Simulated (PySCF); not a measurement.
# C2H7Al: spin-spin couplings and electronic excitations at several levels of theory, part 2 of 2

PySCF 2.14.0. Atoms count from 0.

## 7. Ultraviolet spectrum: PBE/def2-SVPD

The job: settings as JSON, then the geometry in Å.

```
{"job": {"kind": "uv", "xc": "PBE", "basis": "def2-SVPD", "ip": true}, "charge": 0, "multiplicity": 1}
C     -1.217279    -0.052658     0.543390
C     -0.190657     0.258176    -0.544721
Al     1.688422    -0.178309    -0.172847
H     -2.243568     0.218422     0.244688
H     -1.000396     0.488674     1.478434
H     -1.230349    -1.124364     0.800522
H     -0.223291     1.331413    -0.816946
H     -0.456715    -0.255783    -1.489402
H      2.124206    -0.854753     1.205124
H      2.799804     0.148379    -1.269418
```

Method: TDDFT PBE/def2-SVPD, vertical, gas phase, core orbitals frozen in the response.

Standard output:

```text
coarse grid: 8136 points
cycle   1  E = -322.2950099680  dE = -1.475e-01  |g| = 5.192e-01  |ddm| = 3.437e+00
cycle   2  E = -322.1370069965  dE =  1.580e-01  |g| = 8.942e-01  |ddm| = 1.663e+00
cycle   3  E = -322.3733510146  dE = -2.363e-01  |g| = 7.323e-02  |ddm| = 1.148e+00
cycle   4  E = -322.3753629886  dE = -2.012e-03  |g| = 2.101e-02  |ddm| = 1.607e-01
cycle   5  E = -322.3754596397  dE = -9.665e-05  |g| = 1.110e-02  |ddm| = 3.701e-02
cycle   6  E = -322.3754914339  dE = -3.179e-05  |g| = 8.030e-04  |ddm| = 1.270e-02
cycle   7  E = -322.3754916636  dE = -2.297e-07  |g| = 2.378e-04  |ddm| = 2.389e-03
final grid: 71912 points
cycle   8  E = -322.4360490771  dE = -5.970e-06  |g| = 9.819e-03  |ddm| = 7.228e-02
cycle   9  E = -322.4359919984  dE =  5.708e-05  |g| = 1.728e-02  |ddm| = 2.777e-02
cycle  10  E = -322.4360751197  dE = -8.312e-05  |g| = 7.685e-04  |ddm| = 1.847e-02
cycle  11  E = -322.4360752738  dE = -1.541e-07  |g| = 2.152e-04  |ddm| = 1.146e-03
cycle  12  E = -322.4360752858  dE = -1.199e-08  |g| = 2.297e-05  |ddm| = 2.986e-04
cycle  13  E = -322.4360752860  dE = -1.688e-10  |g| = 4.898e-06  |ddm| = 5.792e-05
converged SCF energy = -322.4360752860

Static polarisability (au): isotropic 58.275, principal 48.340 57.652 68.832

Singlet excitations
state   eV       nm        f      main configurations
  1   4.2877    289.2   0.00065   H->L 1.00
  2   4.9969    248.1   0.00001   H-1->L 1.00
  3   6.1173    202.7   0.01090   H->L+1 0.85, H-2->L 0.12
  4   6.2135    199.5   0.01386   H-2->L 0.87, H->L+1 0.10
  5   6.7361    184.1   0.00886   H-1->L+1 0.96
  6   6.8107    182.0   0.00579   H-3->L 0.96
  7   6.9175    179.2   0.01263   H->L+2 0.68, H->L+3 0.30
  8   7.0822    175.1   0.13421   H->L+3 0.46, H->L+4 0.31, H->L+2 0.17
  9   7.1284    173.9   0.08783   H->L+4 0.66, H->L+3 0.20
 10   7.5522    164.2   0.02100   H-4->L 0.86

Triplet excitations (Tamm-Dancoff, eV): 4.0074 4.5338 5.7970 6.0357
Vertical ionisation energy (delta-SCF) = 9.4394 eV
Vertical electron affinity (delta-SCF) = -0.1921 eV
```

Run time: 46 s. Hardware: 1 thread of Arm Neoverse N1, shared host; peak memory 0.48 GiB.

Key values: HOMO -6.32 eV, LUMO -2.09 eV; lowest singlet 4.29 eV.

## 8. TDDFT and polarisability: B3LYP/def2-SVPD

Settings changed since step 7:

```diff
@@ -1,2 +1,2 @@
-{"job": {"kind": "uv", "xc": "PBE", "basis": "def2-SVPD", "ip": true}, "charge": 0, "multiplicity": 1}
+{"job": {"kind": "uv", "xc": "B3LYP", "basis": "def2-SVPD", "ip": true}, "charge": 0, "multiplicity": 1}
 C     -1.217279    -0.052658     0.543390
```

Method: TDDFT B3LYP/def2-SVPD, vertical, gas phase, core orbitals frozen in the response.

Standard output:

```text
coarse grid: 8136 points
cycle   1  E = -322.6315848238  dE = -1.518e-01  |g| = 4.116e-01  |ddm| = 3.438e+00
cycle   2  E = -322.5959931023  dE =  3.559e-02  |g| = 5.441e-01  |ddm| = 1.093e+00
cycle   3  E = -322.6800852742  dE = -8.409e-02  |g| = 3.912e-02  |ddm| = 6.421e-01
cycle   4  E = -322.6805912158  dE = -5.059e-04  |g| = 9.367e-03  |ddm| = 7.850e-02
cycle   5  E = -322.6806103957  dE = -1.918e-05  |g| = 4.765e-03  |ddm| = 1.797e-02
cycle   6  E = -322.6806161432  dE = -5.748e-06  |g| = 4.213e-04  |ddm| = 5.682e-03
final grid: 71912 points
cycle   7  E = -322.7303341369  dE = -1.452e-05  |g| = 3.851e-03  |ddm| = 5.564e-02
cycle   8  E = -322.7303307594  dE =  3.378e-06  |g| = 5.192e-03  |ddm| = 1.016e-02
cycle   9  E = -322.7303381042  dE = -7.345e-06  |g| = 2.287e-04  |ddm| = 5.528e-03
cycle  10  E = -322.7303381157  dE = -1.150e-08  |g| = 1.030e-04  |ddm| = 3.998e-04
cycle  11  E = -322.7303381184  dE = -2.618e-09  |g| = 1.444e-05  |ddm| = 1.381e-04
cycle  12  E = -322.7303381184  dE = -6.014e-11  |g| = 2.565e-06  |ddm| = 3.245e-05
converged SCF energy = -322.7303381184

Static polarisability (au): isotropic 56.291, principal 46.987 56.021 65.865

Singlet excitations
state   eV       nm        f      main configurations
  1   4.6813    264.8   0.00112   H->L 1.00
  2   5.3426    232.1   0.00000   H-1->L 1.00
  3   6.5182    190.2   0.02836   H->L+1 0.98
  4   7.0075    176.9   0.00474   H-2->L 0.97
  5   7.3369    169.0   0.00885   H-1->L+1 0.96
  6   7.4265    166.9   0.03264   H->L+3 0.63, H->L+2 0.32
  7   7.5594    164.0   0.00786   H-3->L 0.96
  8   7.5662    163.9   0.00124   H->L+4 0.75, H->L+3 0.15
  9   7.5759    163.7   0.24705   H->L+2 0.58, H->L+3 0.21, H->L+4 0.16
 10   7.9727    155.5   0.11299   H-1->L+2 0.91

Triplet excitations (Tamm-Dancoff, eV): 4.4049 4.8898 6.1322 6.8186
Vertical ionisation energy (delta-SCF) = 9.6942 eV
Vertical electron affinity (delta-SCF) = -0.3103 eV
```

Run time: 42 s. Hardware: 1 thread of Arm Neoverse N1, shared host; peak memory 0.55 GiB.

In short: HOMO -7.36 eV, LUMO -1.53 eV; lowest singlet 4.68 eV.

## 9. Ultraviolet spectrum: PBE0/def2-SVPD

Settings changed since step 8:

```diff
@@ -1,2 +1,2 @@
-{"job": {"kind": "uv", "xc": "B3LYP", "basis": "def2-SVPD", "ip": true}, "charge": 0, "multiplicity": 1}
+{"job": {"kind": "uv", "xc": "PBE0", "basis": "def2-SVPD", "ip": true}, "charge": 0, "multiplicity": 1}
 C     -1.217279    -0.052658     0.543390
```

Level: TDDFT PBE0/def2-SVPD, vertical, gas phase, core orbitals frozen in the response.

Standard output:

```text
coarse grid: 8136 points
cycle   1  E = -322.4000135011  dE = -1.578e-01  |g| = 3.570e-01  |ddm| = 3.249e+00
cycle   2  E = -322.3842188092  dE =  1.579e-02  |g| = 4.323e-01  |ddm| = 9.012e-01
cycle   3  E = -322.4365787365  dE = -5.236e-02  |g| = 2.914e-02  |ddm| = 4.994e-01
cycle   4  E = -322.4368459973  dE = -2.673e-04  |g| = 7.319e-03  |ddm| = 5.756e-02
cycle   5  E = -322.4368581687  dE = -1.217e-05  |g| = 3.439e-03  |ddm| = 1.437e-02
cycle   6  E = -322.4368611459  dE = -2.977e-06  |g| = 2.947e-04  |ddm| = 4.049e-03
final grid: 71912 points
cycle   7  E = -322.4821526710  dE = -9.776e-06  |g| = 5.642e-03  |ddm| = 5.036e-02
cycle   8  E = -322.4821473631  dE =  5.308e-06  |g| = 7.147e-03  |ddm| = 1.365e-02
cycle   9  E = -322.4821612914  dE = -1.393e-05  |g| = 2.492e-04  |ddm| = 7.462e-03
cycle  10  E = -322.4821613057  dE = -1.438e-08  |g| = 8.793e-05  |ddm| = 3.993e-04
cycle  11  E = -322.4821613076  dE = -1.892e-09  |g| = 1.444e-05  |ddm| = 1.331e-04
cycle  12  E = -322.4821613077  dE = -6.168e-11  |g| = 1.668e-06  |ddm| = 3.149e-05
converged SCF energy = -322.4821613077

Static polarisability (au): isotropic 55.869, principal 46.885 55.427 65.295

Singlet excitations
state   eV       nm        f      main configurations
  1   4.7909    258.8   0.00124   H->L 0.99
  2   5.3977    229.7   0.00000   H-1->L 1.00
  3   6.7042    184.9   0.03348   H->L+1 0.98
  4   7.1938    172.3   0.00623   H-2->L 0.97
  5   7.5132    165.0   0.01142   H-1->L+1 0.94
  6   7.6047    163.0   0.00999   H->L+3 0.85, H->L+2 0.11
  7   7.7677    159.6   0.06751   H->L+4 0.88
  8   7.7751    159.5   0.17693   H->L+2 0.70, H-3->L 0.15, H->L+3 0.10
  9   7.7772    159.4   0.04991   H-3->L 0.82, H->L+2 0.13
 10   8.1192    152.7   0.10842   H-1->L+2 0.94

Triplet excitations (Tamm-Dancoff, eV): 4.4631 4.8648 6.2668 6.9845
Vertical ionisation energy (delta-SCF) = 9.6692 eV
Vertical electron affinity (delta-SCF) = -0.2447 eV
```

Wall time 49 s (1 thread of Arm Neoverse N1, shared host); peak memory 0.55 GiB.

In short: HOMO -7.56 eV, LUMO -1.30 eV; lowest singlet 4.79 eV.

## 10. TDDFT and polarisability: BHandHLYP/def2-SVPD

Settings changed since step 9:

```diff
@@ -1,2 +1,2 @@
-{"job": {"kind": "uv", "xc": "PBE0", "basis": "def2-SVPD", "ip": true}, "charge": 0, "multiplicity": 1}
+{"job": {"kind": "uv", "xc": "BHandHLYP", "basis": "def2-SVPD", "ip": true}, "charge": 0, "multiplicity": 1}
 C     -1.217279    -0.052658     0.543390
```

Method: TDDFT BHandHLYP/def2-SVPD, vertical, gas phase, core orbitals frozen in the response.

Standard output:

```text
coarse grid: 8136 points
cycle   1  E = -322.5915786579  dE = -1.375e-01  |g| = 2.776e-01  |ddm| = 3.234e+00
cycle   2  E = -322.6023210166  dE = -1.074e-02  |g| = 2.159e-01  |ddm| = 6.322e-01
cycle   3  E = -322.6150075084  dE = -1.269e-02  |g| = 3.233e-02  |ddm| = 2.744e-01
cycle   4  E = -322.6153274788  dE = -3.200e-04  |g| = 4.066e-03  |ddm| = 5.857e-02
cycle   5  E = -322.6153325810  dE = -5.102e-06  |g| = 1.286e-03  |ddm| = 9.708e-03
final grid: 71912 points
cycle   6  E = -322.6476894132  dE = -7.430e-06  |g| = 1.899e-03  |ddm| = 3.708e-02
cycle   7  E = -322.6476895222  dE = -1.090e-07  |g| = 1.798e-03  |ddm| = 5.280e-03
cycle   8  E = -322.6476903864  dE = -8.641e-07  |g| = 5.796e-05  |ddm| = 1.998e-03
cycle   9  E = -322.6476903876  dE = -1.201e-09  |g| = 1.749e-05  |ddm| = 2.000e-04
cycle  10  E = -322.6476903877  dE = -9.447e-11  |g| = 4.863e-06  |ddm| = 3.832e-05
converged SCF energy = -322.6476903877

Static polarisability (au): isotropic 53.970, principal 45.564 53.839 62.507

Singlet excitations
state   eV       nm        f      main configurations
  1   5.2166    237.7   0.00205   H->L 0.98
  2   5.7744    214.7   0.00000   H-1->L 0.99
  3   7.0500    175.9   0.04884   H->L+1 0.88, H->L+2 0.09
  4   8.0388    154.2   0.00954   H-1->L+1 0.46, H-2->L 0.14, H->L+4 0.13
  5   8.0856    153.3   0.00773   H-2->L 0.64, H-1->L+1 0.17
  6   8.1476    152.2   0.00194   H->L+3 0.69, H->L+4 0.14, H-2->L 0.09
  7   8.2024    151.2   0.11849   H->L+4 0.54, H->L+3 0.19, H-1->L+1 0.17
  8   8.2963    149.4   0.22400   H->L+2 0.76, H-2->L 0.10, H->L+1 0.08
  9   8.4971    145.9   0.11909   H-1->L+2 0.77, H-1->L+1 0.08
 10   8.6096    144.0   0.01890   H-3->L 0.95

Triplet excitations (Tamm-Dancoff, eV): 4.8854 5.2386 6.5561 7.3009
Vertical ionisation energy (delta-SCF) = 9.7576 eV
```

It took 26 s on 1 thread of Arm Neoverse N1, shared host; peak memory 0.55 GiB.

This run: HOMO -8.73 eV, LUMO -0.53 eV; lowest singlet 5.22 eV.

## 11. Ultraviolet spectrum: CAM-B3LYP/def2-SVPD

Settings changed since step 10:

```diff
@@ -1,2 +1,2 @@
-{"job": {"kind": "uv", "xc": "BHandHLYP", "basis": "def2-SVPD", "ip": true}, "charge": 0, "multiplicity": 1}
+{"job": {"kind": "uv", "xc": "CAM-B3LYP", "basis": "def2-SVPD", "ip": true}, "charge": 0, "multiplicity": 1}
 C     -1.217279    -0.052658     0.543390
```

Level: TDDFT CAM-B3LYP/def2-SVPD, vertical, gas phase, core orbitals frozen in the response.

Standard output:

```text
coarse grid: 8136 points
cycle   1  E = -322.5748832829  dE = -1.298e-01  |g| = 2.933e-01  |ddm| = 3.332e+00
cycle   2  E = -322.5826025227  dE = -7.719e-03  |g| = 2.583e-01  |ddm| = 6.335e-01
cycle   3  E = -322.6004642544  dE = -1.786e-02  |g| = 2.692e-02  |ddm| = 3.131e-01
cycle   4  E = -322.6007060098  dE = -2.418e-04  |g| = 4.930e-03  |ddm| = 5.876e-02
cycle   5  E = -322.6007137480  dE = -7.738e-06  |g| = 1.772e-03  |ddm| = 1.200e-02
final grid: 71912 points
cycle   6  E = -322.6514384466  dE = -1.241e-05  |g| = 2.475e-03  |ddm| = 3.617e-02
cycle   7  E = -322.6514384657  dE = -1.911e-08  |g| = 2.479e-03  |ddm| = 6.305e-03
cycle   8  E = -322.6514400611  dE = -1.595e-06  |g| = 7.448e-05  |ddm| = 2.756e-03
cycle   9  E = -322.6514400631  dE = -1.916e-09  |g| = 2.534e-05  |ddm| = 2.431e-04
cycle  10  E = -322.6514400632  dE = -1.751e-10  |g| = 9.232e-06  |ddm| = 4.796e-05
converged SCF energy = -322.6514400632

Static polarisability (au): isotropic 55.342, principal 46.584 55.223 64.218

Singlet excitations
state   eV       nm        f      main configurations
  1   4.9549    250.2   0.00187   H->L 0.98
  2   5.5031    225.3   0.00000   H-1->L 0.99
  3   6.8383    181.3   0.04137   H->L+1 0.87, H->L+2 0.10
  4   7.7000    161.0   0.00143   H-2->L 0.90
  5   7.8219    158.5   0.01234   H-1->L+1 0.57, H->L+4 0.13, H-1->L+2 0.11
  6   7.8920    157.1   0.00599   H->L+3 0.77, H-1->L+1 0.09
  7   7.9901    155.2   0.07216   H->L+4 0.58, H-1->L+1 0.16, H->L+3 0.14
  8   8.1177    152.7   0.25509   H->L+2 0.80, H->L+1 0.10
  9   8.2353    150.6   0.12067   H-1->L+2 0.75, H-1->L+1 0.12
 10   8.2478    150.3   0.01327   H-3->L 0.95

Triplet excitations (Tamm-Dancoff, eV): 4.6418 5.0043 6.3904 7.1631
Vertical ionisation energy (delta-SCF) = 9.8359 eV
Vertical electron affinity (delta-SCF) = -0.3725 eV
```

Run time: 40 s. Hardware: 1 thread of Arm Neoverse N1, shared host; peak memory 0.57 GiB.

In short: HOMO -8.92 eV, LUMO -0.38 eV; lowest singlet 4.95 eV.

## 12. Comparing the runs: spin-spin couplings

Couplings (Hz), each a mean over the pairs like the one named, with basis size and wall time:

```
            run  Al2–H8  C0–H3  C1–H6  C1–Al2  C0–C1  H8–H9  C1–H8  functions   time
B3LYP/def2-TZVP   212.1  124.7  114.2    80.0   33.1   32.0   17.6        141   10 s
  B3LYP/cc-pVTZ   203.5  117.5  107.5    75.4   24.0   31.3   16.2        192   15 s
   B3LYP/6-31G*   215.0  140.7  132.2    96.8   47.2   32.1   15.9         60  3.8 s
```

## 13. Comparing the runs: electronic excitations

Excitations and ground-state properties, with basis size and wall time:

```
                run  lowest singlet (eV)  brightest (eV)      f  gap (eV)  α (Å³)  μ (D)  functions   time
       HF/def2-SVPD                 5.98            9.49  0.339     12.01    7.65   0.66        120  5.3 s
      LDA/def2-SVPD                 4.16            7.10  0.213      4.06    8.84   0.81        120   46 s
      PBE/def2-SVPD                 4.29            7.08  0.134      4.23    8.64   0.79        120   46 s
    B3LYP/def2-SVPD                 4.68            7.58  0.247      5.83    8.34   0.73        120   42 s
     PBE0/def2-SVPD                 4.79            7.78  0.177      6.26    8.28   0.75        120   49 s
BHandHLYP/def2-SVPD                 5.22            8.30  0.224      8.20    8.00   0.68        120   26 s
CAM-B3LYP/def2-SVPD                 4.95            8.12  0.255      8.55    8.20   0.70        120   40 s
```

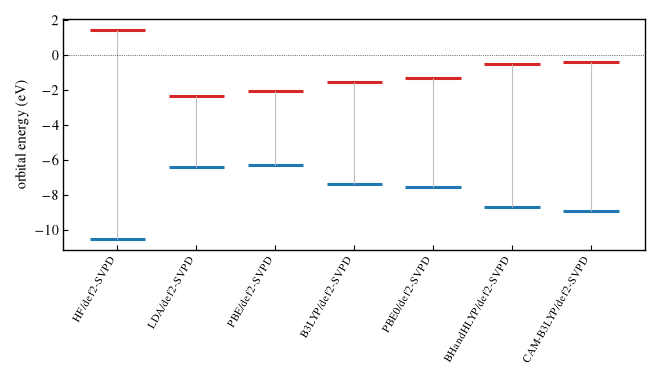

HOMO (blue) and LUMO (red) run by run.

## 14. Results

The summary covers parts 1 to 2.

```
                                       quantity                        value
largest coupling of the table (B3LYP/def2-TZVP)    ¹J(Al,H) Al2–H8, 212.1 Hz
                  lowest singlet (HF/def2-SVPD)  5.98 eV (207 nm), f = 0.004
       brightest single state of those computed  state 9, 9.49 eV, f = 0.339
                                 lowest triplet                      5.43 eV
              vertical ionisation energy (ΔSCF)                      9.05 eV
       range of J(Al2,H8), mean over like pairs            203.5 to 215.0 Hz
                    range of the lowest singlet              4.16 to 5.98 eV
```

Single values in the summary come from the first run of each kind that ended normally (B3LYP/def2-TZVP; HF/def2-SVPD), which need not be the best level. Of the pairs tabulated at B3LYP/def2-TZVP, Al2–H8 (mean over like pairs) couples most strongly (212.1 Hz; Fermi contact 213.9 Hz). The lowest singlet, at 5.98 eV, is HOMO→LUMO 0.92 and is weak; of the 10 states computed, the strongest absorption comes from state 9 at 9.49 eV. The lowest triplet lies 0.55 eV below the lowest singlet (triplets in Tamm-Dancoff, singlets in full TDDFT). At HF/def2-SVPD, the highest states lie near or above the ionisation energy, where they hang on the basis. The orbital energy would give 10.56 eV for ionisation, ΔSCF gives 9.05 eV. The coupling Al2–H8, as a mean over pairs of its kind, runs from 203.5 Hz (B3LYP/cc-pVTZ) to 215.0 Hz (B3LYP/6-31G*). The lowest singlet runs from 4.16 eV (LDA/def2-SVPD) to 5.98 eV (HF/def2-SVPD), while the orbital gap spans 4.06 to 12.01 eV: the excitation energy moves far less from run to run than the orbital gap does. The lowest state need not be the same one in every run. The runs solved for a few states only, so the brightest column depends on that window. Couplings from bases without tight functions are rough.
